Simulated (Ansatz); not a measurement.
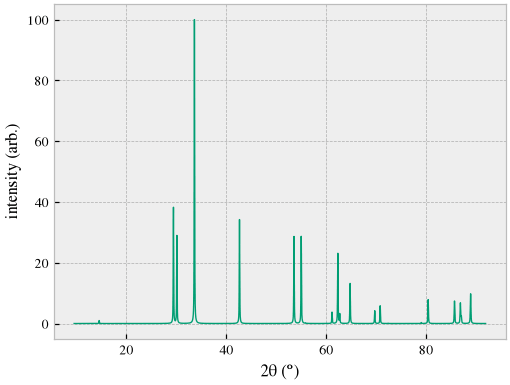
*Simulated powder pattern, Cu Kα, λ = 1.54184 Å*

The pattern belongs to a structure relaxed with plane-wave PAW r²SCAN+D4 (Ansatz code).

Question: Which of these materials gives this?
A. C, graphite
B. In2O3, La2O3 or Ni2Al3 type
C. Mn, Cmcm (Mn on 4c)
D. BAs, Pnma (B on 4c, As on 4c)

Answer: B, In2O3, La2O3 or Ni2Al3 type

Space group P-3m1 (La2O3 or Ni2Al3 type). The start of the workflow was typed in or built on a structure type; neither database checked (COD, Materials Project) lists it. It is not the phase usual at ambient conditions (space group No. 206). The r²SCAN+D4 relaxation kept the symmetry of its start. At this level the phase is mechanically unstable. The volume moved by -25 % from the start of the relaxation.

Potentials: the earlier of the program's two PAW sets.
